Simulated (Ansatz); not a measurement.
# CH3ClOSi: rotation by 180° about the C2–Si3 bond, part 2 of 2

Aim: the minimum-energy path and barrier of the rotation by 180° about the C2–Si3 bond. The ends are relaxed first, then joined by a nudged elastic band. SMILES of the start: O=C[SiH2]Cl.

Ansatz 0.2.0; RKS BHLYP/def2-SVP.

## 7. The band again, with other settings

crystal.atoms is end A as relaxed above, and neb.final_atoms is end B, turned to lie on A. With 7 inner images the band has 9 in all. The start path is listed, through a guess of the saddle.

Contents of input.yaml:

```yaml
crystal:
  periodic: [false, false, false]
  atoms:
    - { symbol: O, position_ang: [0.361645, -1.634728, 1.220495] }
    - { symbol: C, position_ang: [0.028709, -1.162788, 0.172671] }
    - { symbol: Si, position_ang: [0.032408, 0.747469, -0.014134] }
    - { symbol: Cl, position_ang: [-0.584674, 1.235933, -1.924683] }
    - { symbol: H, position_ang: [-0.277217, -1.81813, -0.674986] }
    - { symbol: H, position_ang: [-0.902327, 1.320675, 0.970634] }
    - { symbol: H, position_ang: [1.402756, 1.24357, 0.204302] }
basis:
  gaussian: { orbitals: def2-SVP }
hamiltonian:
  xc: { name: BHLYP }
neb:
  order_check: false
  images: 7
  f_tol: 0.05
  max_iterations: 3
  final_atoms:
    - { symbol: O, position_ang: [-0.26911404, -1.92483076, -0.65407382] }
    - { symbol: C, position_ang: [0.03978796, -1.15568228, 0.20524901] }
    - { symbol: Si, position_ang: [0.02772138, 0.75146054, -0.02745354] }
    - { symbol: Cl, position_ang: [-0.58782389, 1.19498106, -1.93418446] }
    - { symbol: H, position_ang: [0.35688172, -1.5369302, 1.20750197] }
    - { symbol: H, position_ang: [-0.90110146, 1.34058784, 0.95835124] }
    - { symbol: H, position_ang: [1.39494833, 1.2624148, 0.1989086] }
  initial_path:
    images:
      - { positions_ang: [[0.361645, -1.634728, 1.220495], [0.028709, -1.162788, 0.172671], [0.032408, 0.747469, -0.014134], [-0.584674, 1.235933, -1.924683], [-0.277217, -1.81813, -0.674986], [-0.902327, 1.320675, 0.970634], [1.402756, 1.24357, 0.204302]] }
      - { positions_ang: [[0.06809005, -1.66798354, 1.13993637], [0.03324257, -1.16448728, 0.17509476], [0.03160647, 0.73362338, -0.01345568], [-0.68053443, 1.23443021, -1.86428848], [0.01077923, -1.79100996, -0.58937018], [-0.81764766, 1.34385273, 1.01326975], [1.41576377, 1.24357546, 0.09311245]] }
      - { positions_ang: [[-0.22546489, -1.70123908, 1.05937774], [0.03777615, -1.16618656, 0.17751853], [0.03080494, 0.71977776, -0.01277737], [-0.77639487, 1.23292742, -1.80389396], [0.29877546, -1.76388992, -0.50375435], [-0.73296832, 1.36703046, 1.0559055], [1.42877154, 1.24358092, -0.01807709]] }
      - { positions_ang: [[-0.51901984, -1.73449463, 0.97881911], [0.04230972, -1.16788583, 0.17994229], [0.03000341, 0.70593213, -0.01209905], [-0.8722553, 1.23142463, -1.74349944], [0.5867717, -1.73676987, -0.41813853], [-0.64828899, 1.39020819, 1.09854125], [1.44177931, 1.24358638, -0.12926664]] }
      - { positions_ang: [[-0.81257479, -1.76775017, 0.89826048], [0.04684329, -1.16958511, 0.18236606], [0.02920187, 0.69208651, -0.01142074], [-0.96811574, 1.22992184, -1.68310491], [0.87476793, -1.70964983, -0.3325227], [-0.56360965, 1.41338592, 1.14117699], [1.45478708, 1.24359184, -0.24045618]] }
      - { positions_ang: [[-0.6767096, -1.80702032, 0.51017691], [0.04507946, -1.1661094, 0.1880868], [0.02883175, 0.70693002, -0.01542894], [-0.87304278, 1.22118664, -1.7458748], [0.74529638, -1.66646992, 0.05248347], [-0.6479826, 1.3951864, 1.09547056], [1.43982739, 1.24829758, -0.13061499]] }
      - { positions_ang: [[-0.54084441, -1.84629047, 0.12209333], [0.04331563, -1.16263369, 0.19380753], [0.02846163, 0.72177352, -0.01943714], [-0.77796981, 1.21245145, -1.80864469], [0.61582482, -1.62329001, 0.43748963], [-0.73235556, 1.37698688, 1.04976412], [1.4248677, 1.25300332, -0.02077379]] }
      - { positions_ang: [[-0.40497923, -1.88556061, -0.26599024], [0.04155179, -1.15915798, 0.19952827], [0.0280915, 0.73661703, -0.02344534], [-0.68289685, 1.20371625, -1.87141457], [0.48635327, -1.5801101, 0.8224958], [-0.81672851, 1.35878736, 1.00405768], [1.40990802, 1.25770906, 0.0890674]] }
      - { positions_ang: [[-0.26911404, -1.92483076, -0.65407382], [0.03978796, -1.15568228, 0.20524901], [0.02772138, 0.75146054, -0.02745354], [-0.58782389, 1.19498106, -1.93418446], [0.35688172, -1.5369302, 1.20750197], [-0.90110146, 1.34058784, 0.95835124], [1.39494833, 1.2624148, 0.1989086]] }
```

The run is started by

```console
ansatz run input.yaml --threads 1 --pin off --max-ram 2048MiB --backend cpu --events-out ev --progress --plain --runs-dir out
```

What it wrote:

```text
Warning: RAYON_NUM_THREADS=1 ignored (pool sized by the plan → 1); use --threads N
Engine: ansatz 0.2.0, aarch64-unknown-linux-gnu
Functional definition: BHLYP
  parameter a = 0.5
  exchange = (1 - a)*b88_x + a*exact_x
  correlation = lyp_c
817 factors; integrals over basis functions are off by at most 2.5e-4 eV
mean field evaluation 1: about -23520.6431 eV, gradient 3.4e1 eV
mean field evaluation 2: about -23518.3528 eV, gradient 5.1e1 eV
mean field evaluation 4: about -23523.0030 eV, gradient 1.6e0 eV
mean field evaluation 8: about -23523.0386 eV, gradient 8.9e-2 eV
mean field evaluation 16: about -23523.0386 eV, gradient 4.1e-5 eV
mean field -23523.03858140 eV, -864.4557233783 hartree, gradient 4.1e-5 eV, S^2 0.000000; 0 other end points of the search recorded, 0 dependent functions left out
[... 4 lines left out ...]
mean field -23522.97513277 eV, -864.4533916840 hartree, gradient 3.9e-5 eV, S^2 0.000000; 0 other end points of the search recorded, 0 dependent functions left out
[... 2 lines left out ...]
NEB end point (image 0): max|allowed force component| = 8.320e-3 eV/Å (the criterion of neb.relax_end_points is 1.000e-2)
NEB end point (image 8): max|allowed force component| = 7.230e-3 eV/Å (the criterion of neb.relax_end_points is 1.000e-2)
[... 1 line left out ...]
mean field -23521.84454444 eV, -864.4118433294 hartree, gradient 7.9e-5 eV, S^2 0.000000; 0 other end points of the search recorded, 0 dependent functions left out
[... 3 lines left out ...]
mean field -23520.92074427 eV, -864.3778942992 hartree, gradient 8.7e-5 eV, S^2 0.000000; 0 other end points of the search recorded, 0 dependent functions left out
[... 4 lines left out ...]
mean field -23522.25701165 eV, -864.4270012195 hartree, gradient 7.4e-5 eV, S^2 0.000000; 0 other end points of the search recorded, 0 dependent functions left out
[... 3 lines left out ...]
mean field -23522.63034281 eV, -864.4407208868 hartree, gradient 5.5e-5 eV, S^2 0.000000; 0 other end points of the search recorded, 0 dependent functions left out
[... 4 lines left out ...]
mean field -23518.35016890 eV, -864.2834273966 hartree, gradient 3.0e-5 eV, S^2 0.000000; 0 other end points of the search recorded, 0 dependent functions left out
[... 3 lines left out ...]
mean field -23508.28975110 eV, -863.9137138618 hartree, gradient 5.1e-5 eV, S^2 0.000000; 0 other end points of the search recorded, 0 dependent functions left out
[... 4 lines left out ...]
mean field -23516.41303475 eV, -864.2122390297 hartree, gradient 1.7e-5 eV, S^2 0.000000; 0 other end points of the search recorded, 0 dependent functions left out
[... from here on, the SCF cycles and remarks between the steps are left out ...]
NEB iter   1: max|band force component| = 6.923e1 eV/Å  barrier→ = 14.7488 eV  barrier← = 14.6854 eV  Δτ_max = 0.1986 Å  (239 SCF iters)
NEB iter   2: max|band force component| = 1.326e1 eV/Å  barrier→ = 3.2397 eV  barrier← = 3.1762 eV  Δτ_max = 0.2000 Å  (249 SCF iters)
NEB iter   3: max|band force component| = 7.052e0 eV/Å  barrier→ = 1.6329 eV  barrier← = 1.5695 eV  Δτ_max = 0.1491 Å  (248 SCF iters)
[...]
this run last wrote the band of iteration 3 to <dir>
Error: NEB band did not converge after 3 iterations: max|band force component| = 7.05e0 eV/Å (threshold 5.0e-2); raise `neb.max_iterations` in a new run, which can start from the last band evaluated (`neb.initial_path`, with `crystal.atoms` and `neb.final_atoms` set to its first and last images), add images, or start from endpoints closer to local minima. Where this run's directory can be resumed (`checkpoint.write`), a resume goes on for up to `neb.max_iterations` more; to start a new run from the last band, take its images' positions from the `neb_iteration` event of iteration 3 (`data.images[].positions_ang`), in the event stream of the run that computed that iteration (not this run's, if it was resumed behind it). With `checkpoint.write`, `steps/00-neb/state/checkpoint.json` in the run directory holds the last saved band, under `neb.evaluated.images[].positions_ang` (a band under a hybrid functional on support functions is neither saved nor resumed: `neb.initial_path` says where its path is): check the last entry of `neb.iterations` there, which is earlier than 3 if that iteration was not saved or its write failed. If the band's step has no `state` directory and holds `state.next`, a write was cut short, and the file is under `state.next` instead (behind a loss of power it can be under `state.prev`)
this run wrote the band of iteration 3 to <dir> as well, whether or not its events were kept: a new run's `neb.initial_path` can list its `images[].positions_ang`
a run's events are kept only if it was started with --events-out <file>, and are in that file
```

Wall time 50 s (1 thread of Arm Neoverse V2, shared host); peak memory 0.15 GiB.

## 8. Images and barrier

The run ended unconverged after 3 band iterations. The table shows its last band, which is no minimum-energy path. The 7 inner images lie between the fixed ends 0 and 8. Energy is taken from image 0, and the path length is the program's own coordinate along the band.

```tsv
image	path (Å)	energy (eV)	dihedral O1–C2–Si3–Cl4 (°)	band force (eV/Å)
0	0.000	0.0000	180	-
1	0.505	0.1045	-151	1.479
2	1.010	0.0631	-136	1.105
3	1.514	0.3429	-128	2.808
4	2.032	0.4627	-100	4.294
5	2.536	0.2244	-68	1.669
6	3.041	1.6329	-46	7.052
7	3.546	0.4621	-21	2.833
8	4.049	0.0634	0	-
```

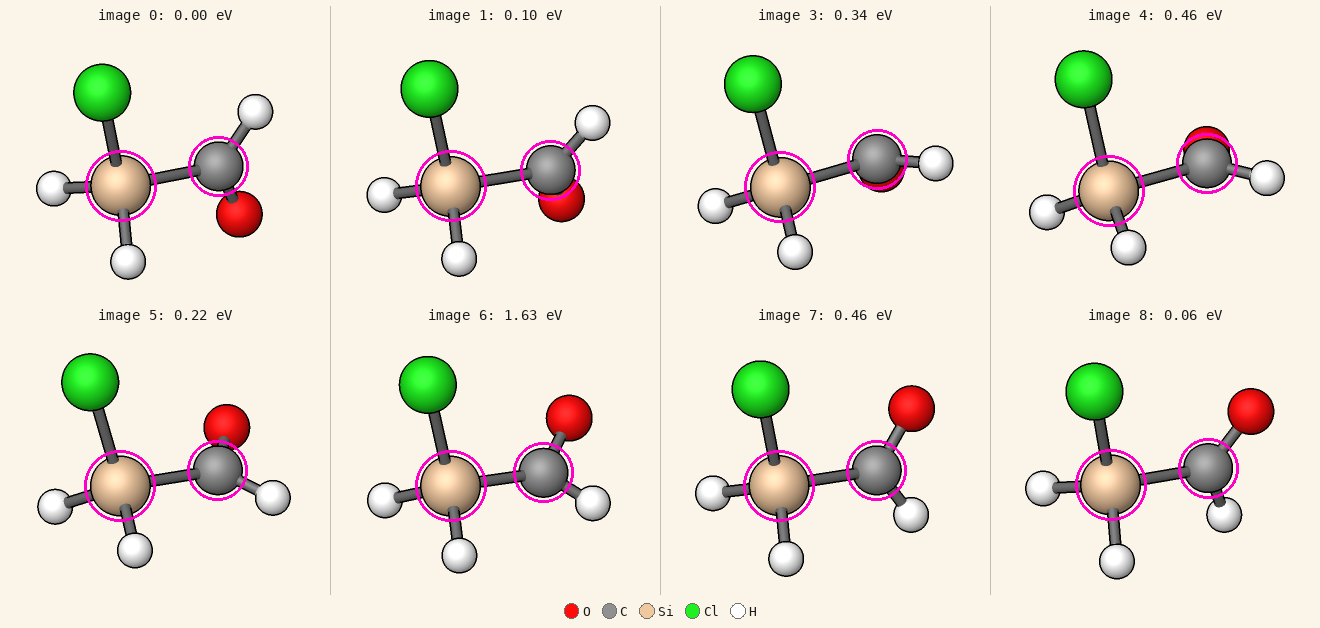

Snapshots along the band, viewed from a chosen angle. Ringed: C2, Si3. Sticks join atoms closer than a bonding distance in each image.

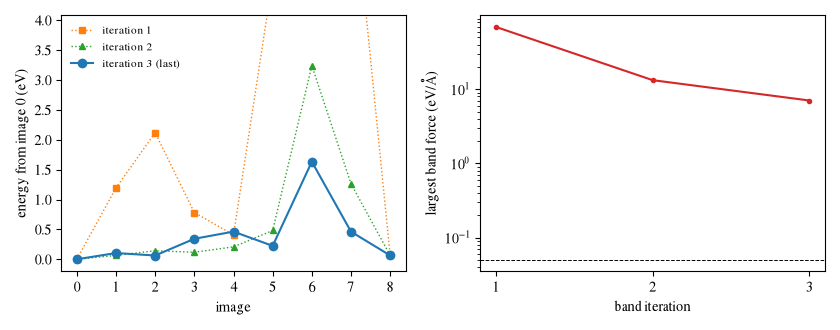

Left: energy of each image for early iterations and the last one (lines only join the points; early values far above the last band run off the scale). Right: the largest band force by iteration, with the threshold dashed.

## 9. The band again, with other settings

crystal.atoms is end A as relaxed above, and neb.final_atoms is end B, turned to lie on A. With 7 inner images the band has 9 in all. The start path is listed, through a guess of the saddle.

input.yaml, as its differences from that of step 7:

```diff
@@ -18,3 +18,3 @@
   f_tol: 0.05
-  max_iterations: 3
+  max_iterations: 6
   final_atoms:
```

The run is started by

```console
ansatz run input.yaml --threads 1 --pin off --max-ram 2048MiB --backend cpu --events-out ev --progress --plain --runs-dir out
```

What it wrote:

```text
Warning: RAYON_NUM_THREADS=1 ignored (pool sized by the plan → 1); use --threads N
Engine: ansatz 0.2.0, aarch64-unknown-linux-gnu
Functional definition: BHLYP
  parameter a = 0.5
  exchange = (1 - a)*b88_x + a*exact_x
  correlation = lyp_c
817 factors; integrals over basis functions are off by at most 2.5e-4 eV
mean field evaluation 1: about -23520.6431 eV, gradient 3.4e1 eV
mean field evaluation 2: about -23518.3528 eV, gradient 5.1e1 eV
mean field evaluation 4: about -23523.0030 eV, gradient 1.6e0 eV
mean field evaluation 8: about -23523.0386 eV, gradient 8.9e-2 eV
mean field evaluation 16: about -23523.0386 eV, gradient 4.1e-5 eV
mean field -23523.03858140 eV, -864.4557233783 hartree, gradient 4.1e-5 eV, S^2 0.000000; 0 other end points of the search recorded, 0 dependent functions left out
[... 4 lines left out ...]
mean field -23522.97513277 eV, -864.4533916840 hartree, gradient 3.9e-5 eV, S^2 0.000000; 0 other end points of the search recorded, 0 dependent functions left out
[... 2 lines left out ...]
NEB end point (image 0): max|allowed force component| = 8.320e-3 eV/Å (the criterion of neb.relax_end_points is 1.000e-2)
NEB end point (image 8): max|allowed force component| = 7.230e-3 eV/Å (the criterion of neb.relax_end_points is 1.000e-2)
[... 1 line left out ...]
mean field -23521.84454444 eV, -864.4118433294 hartree, gradient 7.9e-5 eV, S^2 0.000000; 0 other end points of the search recorded, 0 dependent functions left out
[... 3 lines left out ...]
mean field -23520.92074427 eV, -864.3778942992 hartree, gradient 8.7e-5 eV, S^2 0.000000; 0 other end points of the search recorded, 0 dependent functions left out
[... 4 lines left out ...]
mean field -23522.25701165 eV, -864.4270012195 hartree, gradient 7.4e-5 eV, S^2 0.000000; 0 other end points of the search recorded, 0 dependent functions left out
[... 3 lines left out ...]
mean field -23522.63034281 eV, -864.4407208868 hartree, gradient 5.5e-5 eV, S^2 0.000000; 0 other end points of the search recorded, 0 dependent functions left out
[... 4 lines left out ...]
mean field -23518.35016890 eV, -864.2834273966 hartree, gradient 3.0e-5 eV, S^2 0.000000; 0 other end points of the search recorded, 0 dependent functions left out
[... 3 lines left out ...]
mean field -23508.28975110 eV, -863.9137138618 hartree, gradient 5.1e-5 eV, S^2 0.000000; 0 other end points of the search recorded, 0 dependent functions left out
[... 4 lines left out ...]
mean field -23516.41303475 eV, -864.2122390297 hartree, gradient 1.7e-5 eV, S^2 0.000000; 0 other end points of the search recorded, 0 dependent functions left out
[... from here on, the SCF cycles and remarks between the steps are left out, and one step in 2 is shown ...]
NEB iter   1: max|band force component| = 6.923e1 eV/Å  barrier→ = 14.7488 eV  barrier← = 14.6854 eV  Δτ_max = 0.1986 Å  (239 SCF iters)
NEB iter   2: max|band force component| = 1.326e1 eV/Å  barrier→ = 3.2397 eV  barrier← = 3.1762 eV  Δτ_max = 0.2000 Å  (249 SCF iters)
NEB iter   4: max|band force component| = 2.879e0 eV/Å  barrier→ = 0.5827 eV  barrier← = 0.5193 eV  Δτ_max = 0.1299 Å  (233 SCF iters)
NEB iter   6: max|band force component| = 3.937e-1 eV/Å  barrier→ = 0.0881 eV  barrier← = 0.0247 eV  CI = image 6  Δτ_max = 0.0213 Å  (232 SCF iters)
[...]
this run last wrote the band of iteration 6 to <dir>
Error: NEB band did not converge after 6 iterations: max|band force component| = 3.94e-1 eV/Å (threshold 5.0e-2); raise `neb.max_iterations` in a new run, which can start from the last band evaluated (`neb.initial_path`, with `crystal.atoms` and `neb.final_atoms` set to its first and last images), add images, or start from endpoints closer to local minima. Where this run's directory can be resumed (`checkpoint.write`), a resume goes on for up to `neb.max_iterations` more; to start a new run from the last band, take its images' positions from the `neb_iteration` event of iteration 6 (`data.images[].positions_ang`), in the event stream of the run that computed that iteration (not this run's, if it was resumed behind it). With `checkpoint.write`, `steps/00-neb/state/checkpoint.json` in the run directory holds the last saved band, under `neb.evaluated.images[].positions_ang` (a band under a hybrid functional on support functions is neither saved nor resumed: `neb.initial_path` says where its path is): check the last entry of `neb.iterations` there, which is earlier than 6 if that iteration was not saved or its write failed. If the band's step has no `state` directory and holds `state.next`, a write was cut short, and the file is under `state.next` instead (behind a loss of power it can be under `state.prev`)
this run wrote the band of iteration 6 to <dir> as well, whether or not its events were kept: a new run's `neb.initial_path` can list its `images[].positions_ang`
a run's events are kept only if it was started with --events-out <file>, and are in that file
```

Run time: 96 s. Hardware: 1 thread of Arm Neoverse V2, shared host; peak memory 0.15 GiB.

## 10. The band, image by image

The run ended unconverged after 6 band iterations. The table shows its last band, which is no minimum-energy path. The 7 inner images lie between the fixed ends 0 and 8. Energy is taken from image 0, and the path length is the program's own coordinate along the band.

```tsv
image	path (Å)	energy (eV)	dihedral O1–C2–Si3–Cl4 (°)	band force (eV/Å)
0	0.000	0.0000	180	-
1	0.496	0.0083	-159	0.053
2	0.991	0.0260	-136	0.088
3	1.486	0.0456	-113	0.136
4	1.981	0.0648	-90	0.212
5	2.475	0.0800	-67	0.245
6*	2.970	0.0881	-45	0.394
7	3.463	0.0737	-22	0.129
8	3.957	0.0634	0	-
```

The star marks the climbing image.

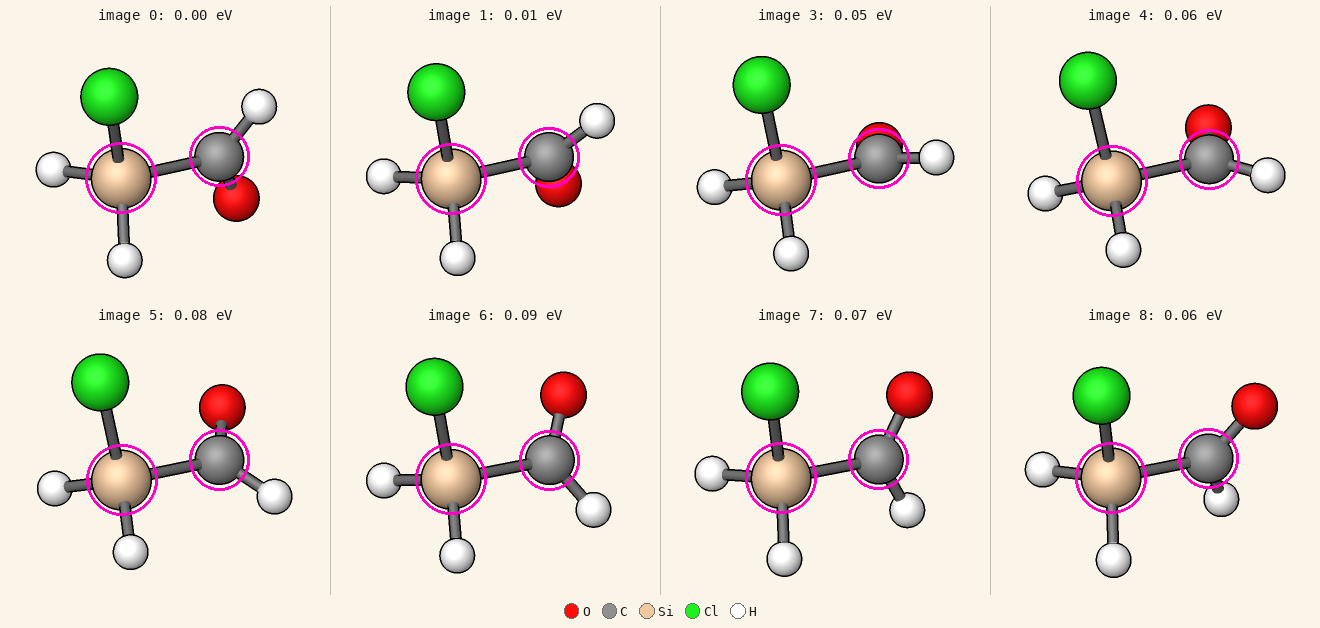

The images of the last band, seen from a chosen angle. Ringed: C2, Si3. Sticks join atoms closer than a bonding distance in each image.

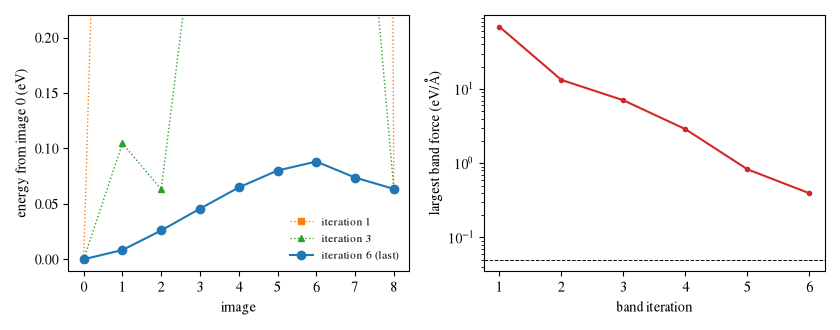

Left: energy of each image for early iterations and the last one (lines only join the points; early values far above the last band run off the scale). Right: the largest band force by iteration, with the threshold dashed.

## 11. Summary of results

The summary covers parts 1 to 2.

```
                                quantity                                                       value
                                   end A                                     4 moves, 0.361 eV lower
                                   end B                                     7 moves, 0.353 eV lower
            first band: barrier forwards                                                    0.081 eV
           first band: barrier backwards                                                    0.018 eV
first band: second end relative to first                                                   +0.063 eV
               first band: highest image                                       6 of 0 to 8, climbing
             first band: band iterations                                                           9
              imaginary modes at the top                                                    69i cm⁻¹
                             second band  not converged, 3 iterations, 7 inner images, none climbing
             time, first and second band                                            2.6 min and 50 s
                              third band                 not converged, 6 iterations, 7 inner images
              time, first and third band                                            2.6 min and 96 s
```

In words: In the first band: the top lies 0.081 eV above the first end, or 3 kT at room temperature; with a typical attempt rate of 10^13 per second that is roughly 10^12 events a second. Going back costs 0.018 eV, since the second end is 0.063 eV above the first. The listed dihedral goes from 180° at end A through -47° at the highest image to 0° at end B. One imaginary mode, as a first-order saddle point has. As for the second band: the cap on iterations is too low for the band to settle. As for the third band: the cap on iterations is too low for the band to settle. Zero-point energy and entropy are left out.
